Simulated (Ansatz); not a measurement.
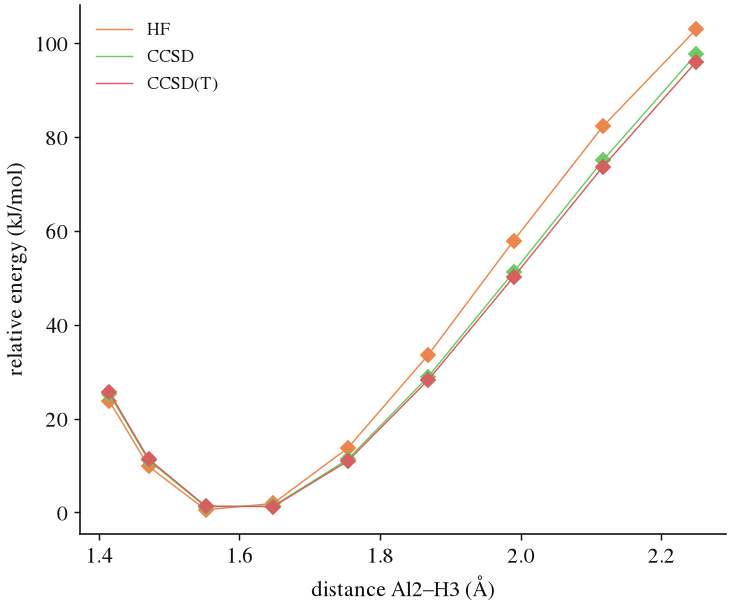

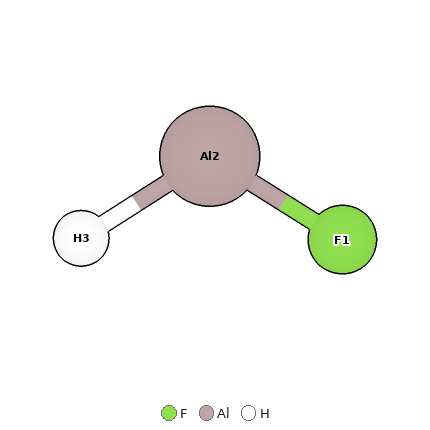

Rigid scan of the stretch Al2–H3 in AlHF, SMILES [F][AlH], doublet. The Ansatz code 0.2.0, def2-TZVPP, cores frozen in correlated methods. A stretch is scanned from the minimum (PBE0-D4/def2-TZVP); energies less that of the minimum at the same level. Straight lines join the computed points.

### How far can the coupled-cluster curve be trusted along the scan?

The calculation's T1 diagnostic reaches at most 0.030 (at 2.25 Å), under the customary mark of 0.045, so it gives no sign of multireference character.

### Order the curves at 2.12 Å, where they differ most.

CCSD(T) 73.7, CCSD 75.0, HF 82.3 kJ/mol, from lowest to highest.

### Give the values at the computed points.

In kJ/mol:
| distance Al2–H3 (Å) | HF | CCSD | CCSD(T) |
| --- | --- | --- | --- |
| 1.42 | 23.7 | 25.3 | 25.6 |
| 1.47 | 9.8 | 11.1 | 11.4 |
| 1.55 | 0.6 | 1.2 | 1.3 |
| 1.65 | 1.9 | 1.3 | 1.2 |
| 1.75 | 13.7 | 11.3 | 10.9 |
| 1.87 | 33.5 | 28.8 | 28.1 |
| 1.99 | 57.9 | 51.2 | 50.2 |
| 2.12 | 82.3 | 75.0 | 73.7 |
| 2.25 | 103.0 | 97.7 | 96.1 |

Caveats: spin-contaminated reference.
